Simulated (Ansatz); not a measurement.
# Series on Mg2+ TFSI- in gamma-butyrolactone, by temperature

How do cells made at different temperatures differ in energy, pressure, forces, levels, charges and cost?

Computed with Ansatz 0.2.0: Kohn-Sham DFT, PBEsol, PAW (set soft_2). Every run is a single point, with the atoms held where the recipe put them (cutoff of the plane-wave runs 420 eV, fermi-dirac smearing of 0.025 eV).

First member: 4 gamma-butyrolactone, 2 Mg2+, 4 TFSI- placed at random, at 1.75 g/cm³; overlaps pushed apart, then 10 ps at 550 K with divalent ions of Li, Roberts, Chakravorty and Merz (J. Chem. Theory Comput. 9, 2733 (2013)); MMFF94 bonds, angles, torsions, charges and radii (Halgren, J. Comput. Chem. 17, 490 (1996)) in harmonic and 12-6 forms; charges of ions scaled by 0.8. Snapshot after 30 ps at 290 K and fixed volume.

Last member: 4 gamma-butyrolactone, 2 Mg2+, 4 TFSI- placed at random, at 1.5 g/cm³; overlaps pushed apart, then 10 ps at 550 K with divalent ions of Li, Roberts, Chakravorty and Merz (J. Chem. Theory Comput. 9, 2733 (2013)); MMFF94 bonds, angles, torsions, charges and radii (Halgren, J. Comput. Chem. 17, 490 (1996)) in harmonic and 12-6 forms; charges of ions scaled by 0.8. Snapshot after 30 ps at 470 K and fixed volume.

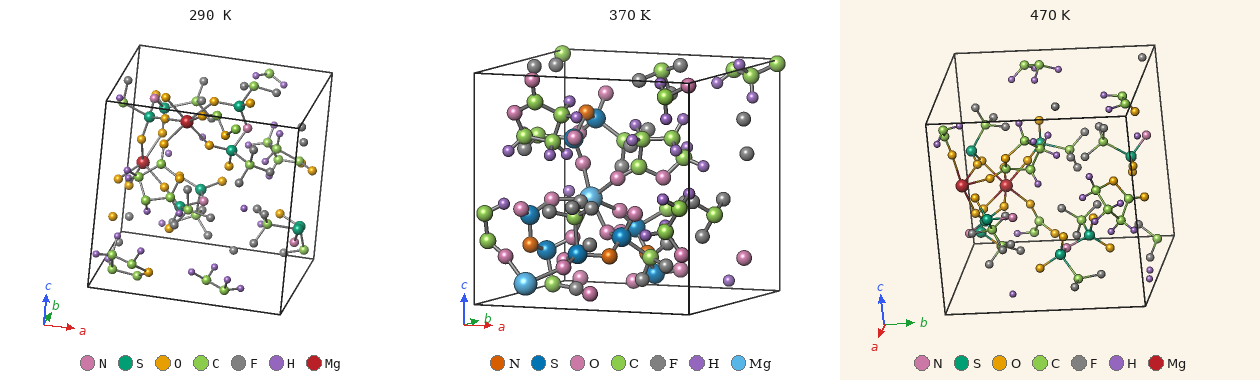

Three members of the series, labelled by temperature. Bonds to atoms that aren't drawn are left out. Some periodic images of atoms are drawn too.

The members:

```tsv
temperature (K)	reduced formula	atoms	valence electrons	k-mesh	basis	density (g/cm³)
290	MgH12C12S4N2O12F12	110	520	1×1×1	plane waves	1.75
330	MgH12C12S4N2O12F12	110	520	1×1×1	plane waves	1.69
370	MgH12C12S4N2O12F12	110	520	1×1×1	plane waves	1.64
410	MgH12C12S4N2O12F12	110	520	1×1×1	plane waves	1.58
470	MgH12C12S4N2O12F12	110	520	1×1×1	plane waves	1.50
```

Each cell is one sample from a classical run, so sample-to-sample scatter enters every column; pressures lack the kinetic term, and hold the strain of bonds inside molecules, whose lengths the classical model set.

The input of the first member, without its atom lines; other members have their own cell and atoms, and may differ in mesh, basis and outputs:

```yaml
crystal:
  lattice:
    - [11.29094, 0.0, 0.0]
    - [0.0, 11.29094, 0.0]
    - [0.0, 0.0, 11.29094]
  atoms:
    [... 110 lines ...]
kpoints:
  mp_grid: { grid: [1, 1, 1] }
hamiltonian:
  xc: pbesol
scf:
  occupations: { method: fermi_dirac, width: 0.025 }
output:
  forces: true
  stress: true
  populations: true
  dos:
    method: { smearing: { sigma: 0.08 } }
    de: 0.1
    projected: { site_lists: { C: [C], F: [F], H: [H], Mg: [Mg], "N": ["N"] } }
  eigenvalues: true
  write_density: true
  write_potential: true
  volumetric_format: npy
```

Predict the trends along the series.

Results; charges are mean Löwdin charges in e:

```tsv
temperature (K)	energy less the first member's (meV/atom)	pressure (GPa)	r.m.s. force (eV/Å)	gap (eV)	q(S)	q(N)	q(H)
290	0.0	0.536	1.03	4.15	+2.19	-0.85	+0.22
330	11.6	0.976	1.15	4.06	+2.19	-0.84	+0.22
370	24.6	1.28	1.23	4.44	+2.19	-0.83	+0.22
410	20.3	1.16	1.15	4.11	+2.20	-0.85	+0.22
470	30.8	1.45	1.26	3.23	+2.18	-0.83	+0.22
```

The gap is that between the highest filled and lowest empty Kohn-Sham level on the run's k-points, and semilocal functionals tend to put gaps under measured ones. The projection misses up to 0.070 e an atom, so the charges add up to more than the cell's charge.

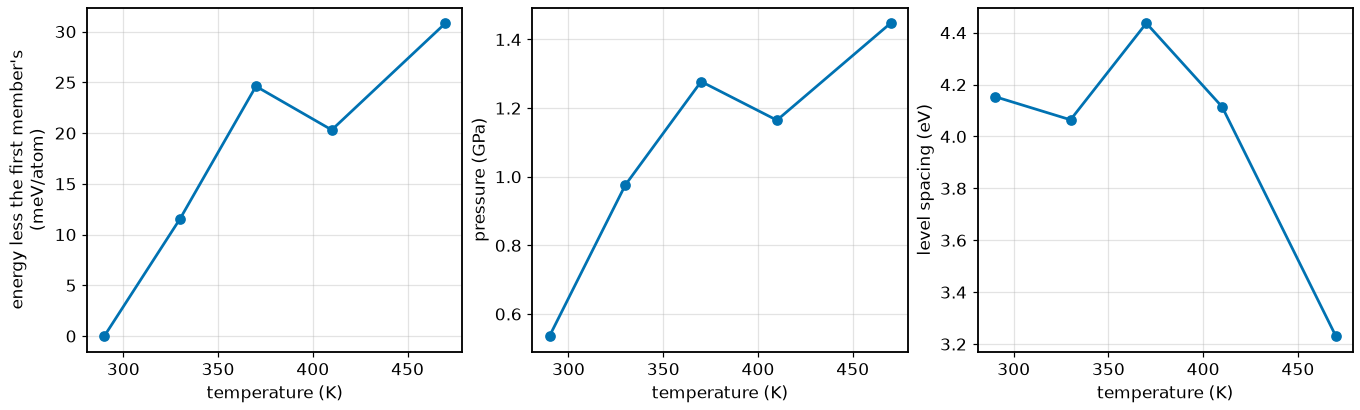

Results against temperature.

Cost on 8 threads of Arm Neoverse V2, shared host:

```tsv
temperature (K)	atoms	basis	k-mesh	SCF cycles	time	host memory (GiB)
290	110	plane waves	1×1×1	11	11 s	1.9
330	110	plane waves	1×1×1	11	11 s	2.0
370	110	plane waves	1×1×1	10	11 s	2.0
410	110	plane waves	1×1×1	10	12 s	2.1
470	110	plane waves	1×1×1	10	12 s	2.1
```

Times include the outputs that each run asked for, on hosts shared with other jobs.

**Reading.** The energy against the first member is lowest at 290 K (0.0 meV/atom) and highest at 470 K (30.8 meV/atom), rising overall but not at every step; each member is a single configuration. The gap is lowest at 470 K (3.23 eV) and highest at 370 K (4.44 eV), with no steady trend; in single samples it varies with the configuration. The density spans 1.50 to 1.75 g/cm³, so the columns mix its effect with that of the temperature. The pressure is lowest at 290 K (0.54 GPa) and highest at 470 K (1.4 GPa), rising overall but not at every step; the recipes set unlike densities, and the bond lengths of the classical model enter the pressure too.

Caveats: The network of contacts between molecules at the start is that of the classical potential that made the cell, and needn't be the one that DFT or experiment would give. The cells aren't relaxed by DFT, which could reorder their energies. The functional has no dispersion term, which matters between molecules.

[Logs are printed without paths, hosts, clocks, repeated set-up lines and the standing remarks that a program may print on its own settings, such as how far it seeks lower states.]

[Hosts, paths, dates, database ids (printed as entryN), source tags and the programs' standing remarks are cut or masked in the printed files.]

[The MMFF94 radii named for the starting cell were scaled by 0.96; in molecules described by MMFF94, hydrogen bound to N, O or S took a small fixed 12-6 site in their place.]
